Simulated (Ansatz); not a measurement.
**Ag wire along [100], 37 atoms a period: bands along the axis**

Aim: is the Ag wire along [100], 37 atoms a period a metal or a semiconductor?

Program: Ansatz 0.2.0. Level of theory: DFT PBE, plane waves, PAW; relaxation of a wire's period; PAW set soft_1, in the first sound run; inputs show where later runs differ. Results are calculated unless marked as measured.

**1. Set-up**

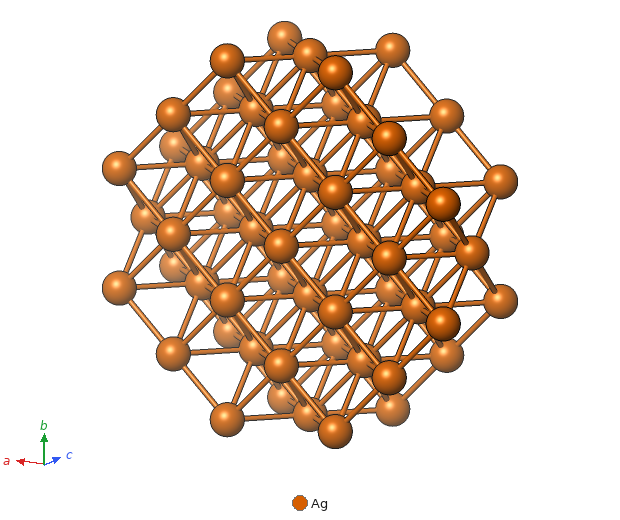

The cell as given, at a slant to the c axis (silver orange). Some periodic images of atoms are drawn too.

The cell holds 37 atoms: 37 Ag. Cell: a = 19.250 Å, b = 19.250 Å, c = 4.150 Å, α = 90.0°, β = 90.0°, γ = 90.0°. Vacuum lies along a and b. The structure's axis is c.

**2. Relaxing the period**

Band widths follow the bond lengths, so the wire is relaxed first. The atoms and the third cell vector are free; the box across stays fixed as vacuum. A Fermi-Dirac smearing is set since the result may be a metal. The pressure printed is a third of the stress's trace over the whole box, vacuum included; only the stress along the axis is relaxed.

input.yaml

```yaml
crystal:
  lattice:
    - [19.25, 0.0, 0.0]
    - [0.0, 19.25, 0.0]
    - [0.0, 0.0, 4.15]
  atoms:
    - { symbol: Ag, position: [0.176623377, 0.392207792, 0.0] }
    - { symbol: Ag, position: [0.176623377, 0.607792208, 0.0] }
    - { symbol: Ag, position: [0.284415584, 0.284415584, 0.0] }
    - { symbol: Ag, position: [0.284415584, 0.5, 0.0] }
    - { symbol: Ag, position: [0.284415584, 0.715584416, 0.0] }
    - { symbol: Ag, position: [0.392207792, 0.176623377, 0.0] }
    - { symbol: Ag, position: [0.392207792, 0.392207792, 0.0] }
    - { symbol: Ag, position: [0.392207792, 0.607792208, 0.0] }
    - { symbol: Ag, position: [0.392207792, 0.823376623, 0.0] }
    - { symbol: Ag, position: [0.5, 0.284415584, 0.0] }
    - { symbol: Ag, position: [0.5, 0.5, 0.0] }
    - { symbol: Ag, position: [0.5, 0.715584416, 0.0] }
    - { symbol: Ag, position: [0.607792208, 0.176623377, 0.0] }
    - { symbol: Ag, position: [0.607792208, 0.392207792, 0.0] }
    - { symbol: Ag, position: [0.607792208, 0.607792208, 0.0] }
    - { symbol: Ag, position: [0.607792208, 0.823376623, 0.0] }
    - { symbol: Ag, position: [0.715584416, 0.284415584, 0.0] }
    - { symbol: Ag, position: [0.715584416, 0.5, 0.0] }
    - { symbol: Ag, position: [0.715584416, 0.715584416, 0.0] }
    - { symbol: Ag, position: [0.823376623, 0.392207792, 0.0] }
    - { symbol: Ag, position: [0.823376623, 0.607792208, 0.0] }
    - { symbol: Ag, position: [0.176623377, 0.5, 0.5] }
    - { symbol: Ag, position: [0.284415584, 0.392207792, 0.5] }
    - { symbol: Ag, position: [0.284415584, 0.607792208, 0.5] }
    - { symbol: Ag, position: [0.392207792, 0.284415584, 0.5] }
    - { symbol: Ag, position: [0.392207792, 0.5, 0.5] }
    - { symbol: Ag, position: [0.392207792, 0.715584416, 0.5] }
    - { symbol: Ag, position: [0.5, 0.176623377, 0.5] }
    - { symbol: Ag, position: [0.5, 0.392207792, 0.5] }
    - { symbol: Ag, position: [0.5, 0.607792208, 0.5] }
    - { symbol: Ag, position: [0.5, 0.823376623, 0.5] }
    - { symbol: Ag, position: [0.607792208, 0.284415584, 0.5] }
    - { symbol: Ag, position: [0.607792208, 0.5, 0.5] }
    - { symbol: Ag, position: [0.607792208, 0.715584416, 0.5] }
    - { symbol: Ag, position: [0.715584416, 0.392207792, 0.5] }
    - { symbol: Ag, position: [0.715584416, 0.607792208, 0.5] }
    - { symbol: Ag, position: [0.823376623, 0.5, 0.5] }
kpoints:
  mp_grid: { grid: [1, 1, 20] }
scf:
  occupations: { method: fermi_dirac, width: 0.05 }
hamiltonian:
  xc: pbe
  pseudopotentials: { kind: paw, azcp: { folder: soft_1 } }
relax:
  cell: { fix: [a, b, alpha, beta, gamma] }
  max_steps: 45
  f_tol: 0.03
```

Command:

```bash
$ ansatz run input.yaml --threads 16 --pin off --max-ram 61440MiB --backend cuda --events-out ev --progress --plain --runs-dir out --max-vram 78GiB
```

Numbers of over 12 decimals in the logs are rounded to 6 here.

Log:

```text
Engine: ansatz 0.2.0, aarch64-unknown-linux-gnu
Pseudopotentials: kind: paw
Pseudopotential: Ag, paw, valence charge 19, recommended cutoff 420 eV (normal), soft_1/Ag.paw.azcp
Functional definition: PBE
  parameter kappa = 0.804
  parameter beta = 0.066725
  exchange = pbe_x(kappa = kappa, mu = beta*pi^2/3)
  correlation = pbe_c(beta = beta)
[...]
Crystal: 37 atoms, lattice volume = 1537.834 Å³
Basis set: ecut = 420 eV, 29925 PW (Γ), exchange–correlation on 270×270×60 points (8 copies of the dense FFT grid, shifted against one another)
Bands: 422, of which v1, the nominal top of the filled ones, is band 352 counted from 1 (351 counted from 0)
Symmetry: 16 space group operations
Space group: P4/mmm (ITA 123), of the structure as read, at distance tolerance 1.2e-4 Å
k-points: 11 of 20
Non-local potential: Ag, projectors of the file, l = 0: 3, l = 1: 2, l = 2: 2, l = 3: 1
PAW form: soft (Blöchl's): semilocal exchange-correlation on the pseudo side does not see the compensation charge
PAW one-centre angular grid: Ag, 590 points (default); XC on 64 Gauss nodes
Initial density: superposition of atomic densities (neutral atoms: chi_scale 0, normalization atom)
Initial wavefunctions: pseudopotential atomic-orbital guess
[...]
Functional: x = pbe(κ = 0.804, μ = 0.219515), c = pbe(β = 0.066725)
SCF iter   1: F=—  HF=-280848.783999 eV  |F-HF|=—  |Δ(HF+E_count)|=         —  Δρ=3.70e-2  dr2=2.79e1  ethr=3.10e-3  ⟨swp⟩=6.0  Hψ=17437  notcnv=0  defer=239
preconditioner: auto → LDOS  [metal: Δε(μ)=0.005 eV  Ē_g=8.229 eV  σ=0.050 eV  W_gap=0.02  n_scr=378 (ndim 8)  ℏωp=19.1 eV  f_vac=0.509  D(μ)=10.20/eV (n_scr^D=36)  β→1.0]
SCF iter   2: F=—  HF=-280855.163767 eV  |F-HF|=—  |Δ(HF+E_count)|=    6.38e0  Δρ=5.59e-2  dr2=4.39e1  ethr=3.10e-3  ⟨swp⟩=2.5  Hψ=9412  notcnv=0  defer=613
[...]
SCF iter  10: F=-280841.808691 eV  HF=-280841.808691 eV  |F-HF|=2.74e-8  |Δ(HF+E_count)|=   9.45e-8  Δρ=1.98e-6  dr2=4.35e-8  ethr=1.42e-11  ⟨swp⟩=2.8  Hψ=17476  notcnv=0
SCF 1 converged in 10 iterations: F = -280841.808691 eV  dr2 = 4.35e-8
  greatest PAW one-centre occupation: 1.001 electrons in one spin orbital (limit 2), on the Ag atom at site 29 (counted from 0), in its partial waves of l = 0
relax step   1: F+E_penalty+E_count = -280841.80869145 eV  Δ(F+E_penalty+E_count) = +0.000e0 eV  max|allowed force component| = 3.557e-1 eV/Å  Δτ_max = 0.0000 Å  P = -1.121 GPa  Ω = 1537.834 Å³  fix = [a, b, alpha, beta, gamma]  reactions: a -1.000, b -1.000 GPa  (10 SCF iters, dr2 threshold 1.00e-7 eV, accepted)
[...]
Crystal: 37 atoms, lattice volume = 1505.079 Å³
Basis set: ecut = 420 eV, 29357 PW (Γ), exchange–correlation on 270×270×60 points (8 copies of the dense FFT grid, shifted against one another)
[...]
iter 1 solved again at ethr=3.36e-5 eV; its pass at ethr=3.10e-3 eV (dr2=2.36e-1 eV) is discarded
SCF iter   1: F=—  HF=-280842.158280 eV  |F-HF|=—  |Δ(HF+E_count)|=         —  Δρ=3.83e-3  dr2=2.41e-1  ethr=3.36e-5  ⟨swp⟩=3.8  Hψ=23907  notcnv=0
preconditioner: auto → LDOS  [metal: Δε(μ)=0.082 eV  Ē_g=8.673 eV  σ=0.050 eV  W_gap=0.37  n_scr=370 (ndim 8)  ℏωp=19.3 eV  f_vac=0.519  D(μ)=9.43/eV (n_scr^D=36)  β→1.0]
SCF iter   2: F=—  HF=-280842.215972 eV  |F-HF|=—  |Δ(HF+E_count)|=   5.77e-2  Δρ=5.26e-3  dr2=4.13e-1  ethr=3.36e-5  ⟨swp⟩=2.6  Hψ=9551  notcnv=0  defer=2
[...]
SCF iter   7: F=-280842.105495 eV  HF=-280842.105495 eV  |F-HF|=1.03e-7  |Δ(HF+E_count)|=   4.85e-8  Δρ=4.23e-6  dr2=2.05e-7  ethr=5.26e-10  ⟨swp⟩=4.0  Hψ=14424  notcnv=0
SCF 2 converged in 7 iterations: F = -280842.105495 eV  dr2 = 2.05e-7
  greatest PAW one-centre occupation: 1.001 electrons in one spin orbital (limit 2), on the Ag atom at site 32 (counted from 0), in its partial waves of l = 0
relax step   2: F+E_penalty+E_count = -280842.10549530 eV  Δ(F+E_penalty+E_count) = -2.968e-1 eV  max|allowed force component| = 1.407e-1 eV/Å  Δτ_max = 0.1409 Å  P = +0.701 GPa  Ω = 1505.079 Å³  energy of the carried Pulay correction = +6.607e-3 eV  fix = [a, b, alpha, beta, gamma]  reactions: a +0.745, b +0.745 GPa  (7 SCF iters, dr2 threshold 3.70e-6 eV, accepted)
[...]
Crystal: 37 atoms, lattice volume = 1510.825 Å³
[...]
SCF 3 converged in 7 iterations: F = -280842.178324 eV  dr2 = 1.88e-7
[...]
SCF 4 converged in 7 iterations: F = -280842.182553 eV  dr2 = 2.29e-9
[...]
SCF 5 converged in 9 iterations: F = -280842.184687 eV  dr2 = 3.73e-11
[...]
SCF 6 converged in 9 iterations: F = -280842.186472 eV  dr2 = 6.13e-11
[...]
SCF 7 converged in 9 iterations: F = -280842.187877 eV  dr2 = 6.37e-11
[...]
SCF 8 converged in 6 iterations: F = -280842.177450 eV  dr2 = 2.94e-10
[...]
SCF converged after 6 iterations
[...]
--- Relaxed structure (7 steps of the walk, 7 accepted, 1 SCFs on fresh bases) ---
  F+E_penalty+E_count = -280842.17745041 eV   max|allowed force component| = 2.071e-3 eV/Å   (the final SCF, on the basis selected at the relaxed cell)
  cell:  # Å, volume = 1491.1135 Å³
    - [19.25, 0, 0]
    - [0, 19.25, 0]
    - [0, 0, 4.023919]
  atoms:
    - { symbol: Ag, position: [0.178748, 0.394009, 0] }
    - { symbol: Ag, position: [0.178748, 0.605991, 0] }
    - { symbol: Ag, position: [0.284359, 0.284359, 0] }
    - { symbol: Ag, position: [0.283713, 0.5, 0] }
    - { symbol: Ag, position: [0.284359, 0.715641, 0] }
    - { symbol: Ag, position: [0.394009, 0.178748, 0] }
    - { symbol: Ag, position: [0.391272, 0.391272, 0] }
    - { symbol: Ag, position: [0.391272, 0.608728, 0] }
    - { symbol: Ag, position: [0.394009, 0.821252, 0] }
    - { symbol: Ag, position: [0.5, 0.283713, 0] }
    - { symbol: Ag, position: [0.5, 0.5, 0] }
    - { symbol: Ag, position: [0.5, 0.716287, 0] }
    - { symbol: Ag, position: [0.605991, 0.178748, 0] }
    - { symbol: Ag, position: [0.608728, 0.391272, 0] }
    - { symbol: Ag, position: [0.608728, 0.608728, 0] }
    - { symbol: Ag, position: [0.605991, 0.821252, 0] }
    - { symbol: Ag, position: [0.715641, 0.284359, 0] }
    - { symbol: Ag, position: [0.716287, 0.5, 0] }
    - { symbol: Ag, position: [0.715641, 0.715641, 0] }
    - { symbol: Ag, position: [0.821252, 0.394009, 0] }
    - { symbol: Ag, position: [0.821252, 0.605991, 0] }
    - { symbol: Ag, position: [0.176212, 0.5, 0.5] }
    - { symbol: Ag, position: [0.281943, 0.389725, 0.5] }
    - { symbol: Ag, position: [0.281943, 0.610275, 0.5] }
    - { symbol: Ag, position: [0.389725, 0.281943, 0.5] }
    - { symbol: Ag, position: [0.391668, 0.5, 0.5] }
    - { symbol: Ag, position: [0.389725, 0.718057, 0.5] }
    - { symbol: Ag, position: [0.5, 0.176212, 0.5] }
    - { symbol: Ag, position: [0.5, 0.391668, 0.5] }
    - { symbol: Ag, position: [0.5, 0.608332, 0.5] }
    - { symbol: Ag, position: [0.5, 0.823788, 0.5] }
    - { symbol: Ag, position: [0.610275, 0.281943, 0.5] }
    - { symbol: Ag, position: [0.608332, 0.5, 0.5] }
    - { symbol: Ag, position: [0.610275, 0.718057, 0.5] }
    - { symbol: Ag, position: [0.718057, 0.389725, 0.5] }
    - { symbol: Ag, position: [0.718057, 0.610275, 0.5] }
    - { symbol: Ag, position: [0.823788, 0.5, 0.5] }
```

Wall time 23 s (1 × NVIDIA GB200 with 16 threads of Arm Neoverse V2, shared host); peak memory 1.6 GiB.

Step by step:

```csv
step,energy less that of the first step (eV),largest force component (eV/Å),pressure (GPa),volume (Å³)
1,0.0000,0.3557,-1.12,1537.83
2,-0.2968,0.1407,0.70,1505.08
3,-0.3696,0.0280,-0.08,1510.82
4,-0.3739,0.0057,-0.01,1505.71
5,-0.3760,0.0062,0.01,1500.86
6,-0.3778,0.0055,0.01,1495.84
7,-0.3792,0.0021,0.00,1491.11
8,-0.3688,0.0021,0.00,1491.11
```

The log counts 1 steps on a newly chosen plane-wave basis, not all of them marked here; energy and pressure can jump at such steps.

The run keeps the 16 symmetry operations that it works with, so distortions that break them were not tested.

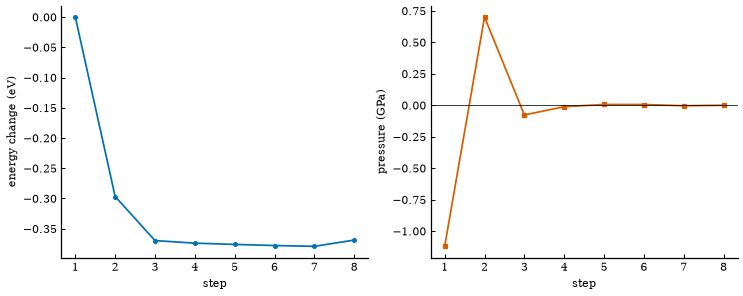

Energy and pressure along the relaxation.

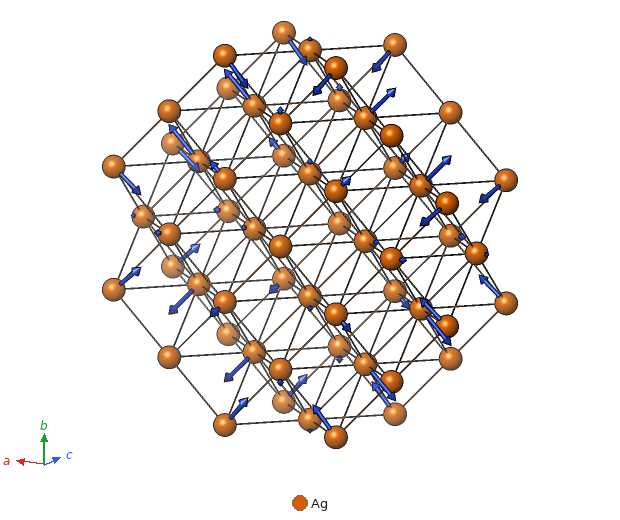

Displacements in the relaxation, exaggerated, measured against the changing cell; the longest in the cell stands for 0.07 Å. Some periodic images of atoms are drawn too.

```csv
cell as run,before,after,change
c (Å),4.150,4.024,-3.0 %
```

The atoms that moved most (Å, along periodic axes as changes of fractional coordinates times the final cell, across vacuum about the mean position):

```csv
atom,dx,dy,dz,length
Ag35,0.048,-0.048,0.000,0.067
Ag27,-0.048,0.048,0.000,0.067
Ag34,0.048,0.048,0.000,0.067
Ag36,0.048,0.048,0.000,0.067
Ag25,-0.048,-0.048,0.000,0.067
Ag24,-0.048,0.048,0.000,0.067
Ag23,-0.048,-0.048,0.000,0.067
Ag32,0.048,-0.048,0.000,0.067
```

This step gave:

```yaml
energy_at_zero_smearing: -280842.1345 eV
cell_length_along_the_wire: 4.024 Å
```

The cell's length comes to 4.024 Å with spin left out.

**3. The wire at its relaxed period**

This step: DFT PBE, plane waves, PAW; bands of a perfect wire; PAW set soft_1 (Ansatz 0.2.0).

At the relaxed period the bands are computed along the axis; those that cross an energy going forward count the channels that a perfect wire would open there.

input.yaml

```yaml
crystal:
  lattice:
    - [19.25, 0.0, 0.0]
    - [0.0, 19.25, 0.0]
    - [0.0, 0.0, 4.0239189582]
  atoms:
    - { symbol: Ag, position: [0.178748293, 0.394009459, 0.0] }
    - { symbol: Ag, position: [0.178748293, 0.605990541, 0.0] }
    - { symbol: Ag, position: [0.284359024, 0.284359024, 0.0] }
    - { symbol: Ag, position: [0.28371272, 0.5, 0.0] }
    - { symbol: Ag, position: [0.284359024, 0.715640976, 0.0] }
    - { symbol: Ag, position: [0.394009459, 0.178748293, 0.0] }
    - { symbol: Ag, position: [0.391271833, 0.391271833, 0.0] }
    - { symbol: Ag, position: [0.391271833, 0.608728167, 0.0] }
    - { symbol: Ag, position: [0.394009459, 0.821251707, 0.0] }
    - { symbol: Ag, position: [0.5, 0.28371272, 0.0] }
    - { symbol: Ag, position: [0.5, 0.5, 0.0] }
    - { symbol: Ag, position: [0.5, 0.71628728, 0.0] }
    - { symbol: Ag, position: [0.605990541, 0.178748293, 0.0] }
    - { symbol: Ag, position: [0.608728167, 0.391271833, 0.0] }
    - { symbol: Ag, position: [0.608728167, 0.608728167, 0.0] }
    - { symbol: Ag, position: [0.605990541, 0.821251707, 0.0] }
    - { symbol: Ag, position: [0.715640976, 0.284359024, 0.0] }
    - { symbol: Ag, position: [0.71628728, 0.5, 0.0] }
    - { symbol: Ag, position: [0.715640976, 0.715640976, 0.0] }
    - { symbol: Ag, position: [0.821251707, 0.394009459, 0.0] }
    - { symbol: Ag, position: [0.821251707, 0.605990541, 0.0] }
    - { symbol: Ag, position: [0.176211555, 0.5, 0.5] }
    - { symbol: Ag, position: [0.281943099, 0.389725273, 0.5] }
    - { symbol: Ag, position: [0.281943099, 0.610274727, 0.5] }
    - { symbol: Ag, position: [0.389725273, 0.281943099, 0.5] }
    - { symbol: Ag, position: [0.391667611, 0.5, 0.5] }
    - { symbol: Ag, position: [0.389725273, 0.718056901, 0.5] }
    - { symbol: Ag, position: [0.5, 0.176211555, 0.5] }
    - { symbol: Ag, position: [0.5, 0.391667611, 0.5] }
    - { symbol: Ag, position: [0.5, 0.608332389, 0.5] }
    - { symbol: Ag, position: [0.5, 0.823788445, 0.5] }
    - { symbol: Ag, position: [0.610274727, 0.281943099, 0.5] }
    - { symbol: Ag, position: [0.608332389, 0.5, 0.5] }
    - { symbol: Ag, position: [0.610274727, 0.718056901, 0.5] }
    - { symbol: Ag, position: [0.718056901, 0.389725273, 0.5] }
    - { symbol: Ag, position: [0.718056901, 0.610274727, 0.5] }
    - { symbol: Ag, position: [0.823788445, 0.5, 0.5] }
kpoints:
  mp_grid: { grid: [1, 1, 20] }
  band_path: { path: ["Γ", Z], npoints: 90 }
scf:
  occupations: { method: fermi_dirac, width: 0.05 }
hamiltonian:
  xc: pbe
  pseudopotentials: { kind: paw, azcp: { folder: soft_1 } }
output:
  dos: { e_range: [-5, 4] }
  write_potential: true
  write_density: true
  volumetric_format: npy
```

Log:

```text
[...]
Crystal: 37 atoms, lattice volume = 1491.113 Å³
Basis set: ecut = 420 eV, 29141 PW (Γ)
Bands: 422, of which v1, the nominal top of the filled ones, is band 352 counted from 1 (351 counted from 0)
[... 1 set-up line as in the run before ...]
[...]
k-points: 11 of 20
[...]
SCF iter   1: F=—  HF=-280849.478634 eV  |F-HF|=—  |Δ(HF+E_count)|=         —  Δρ=3.87e-2  dr2=2.88e1  ethr=3.10e-3  ⟨swp⟩=6.0  Hψ=17417  notcnv=0  defer=263
[...]
SCF iter   6: F=—  HF=-280842.180363 eV  |F-HF|=—  |Δ(HF+E_count)|=   1.26e-2  Δρ=1.28e-4  dr2=2.50e-4  ethr=6.22e-7  ⟨swp⟩=2.0  Hψ=6272  notcnv=0  defer=611
[...]
SCF iter   8: F=—  HF=-280842.177761 eV  |F-HF|=—  |Δ(HF+E_count)|=   1.87e-2  Δρ=1.19e-5  dr2=1.85e-6  ethr=7.09e-9  ⟨swp⟩=2.0  Hψ=6278  notcnv=0  defer=611
[...]
SCF iter  10: F=-280842.177763 eV  HF=-280842.177763 eV  |F-HF|=2.68e-8  |Δ(HF+E_count)|=   4.89e-9  Δρ=2.04e-6  dr2=4.04e-8  ethr=1.42e-11  ⟨swp⟩=11.3  Hψ=21641  notcnv=0
SCF 1 converged in 10 iterations: F = -280842.177763 eV  dr2 = 4.04e-8
[...]
NSCF: frozen V_eff on 91 k-points
[...]
SCF converged after 10 iterations
[...]
```

Elapsed: 25 s, on 1 × NVIDIA GB200 with 16 threads; peak memory 3.6 GiB; 5.2 min of CPU time.

In the SCF lines HF is the Harris–Foulkes energy and dr2 the Hartree energy of the density residual, in eV; the loop may stop once dr2 is under the threshold and the program's other checks hold. Hψ counts applications of the Hamiltonian.

Numbers from this step:

```yaml
energy_at_zero_smearing: -280842.1348 eV
band_gap_on_the_path_through_both_edges: 0 eV
```

The electronic bands at the labelled points (eV, zero at the Fermi level; # counts the bands kept):

```csv
point,#50,#51,#52,#53,#54,#55,#56,#57
Γ,-1.24,-1.15,-1.08,-0.27,-0.27,0.02,0.25,0.39
Z,-0.54,-0.54,-0.51,-0.51,-0.10,-0.07,-0.07,0.38
```

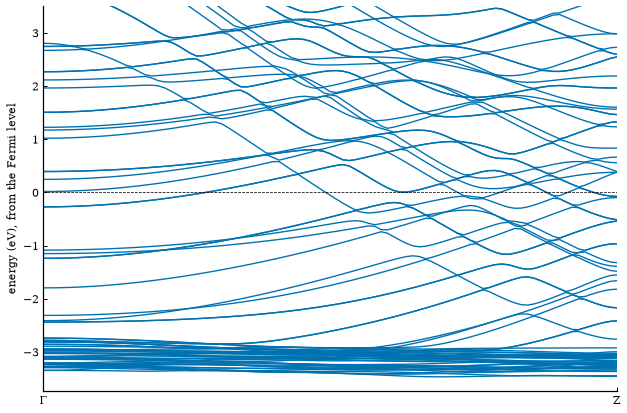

Electronic bands along the path.

Between Γ and Z the bands cross the Fermi level 10 times, so a perfect wire would conduct at least 10 G₀, with spin left out.

**4. Summary of results**

```json
{
 "cell length, PBE": "4.024 Å",
 "ballistic conductance by band crossings, a lower bound, PBE": "10 G₀"
}
```

**Reading.** Under PBE the cell's length is 4.02 Å, and the bands cross the Fermi level 10 times between Γ and Z, which gives a perfect wire at least 10 G₀ (opposite crossings within one step of the path cancel in such a count).

[Logs are printed without paths, hosts, clocks, repeated set-up lines and the standing remarks that a program may print on its own settings, such as how far it seeks lower states.]

[Hosts, paths, dates, database ids (printed as entryN), source tags and the programs' standing remarks are cut or masked in the printed files.]
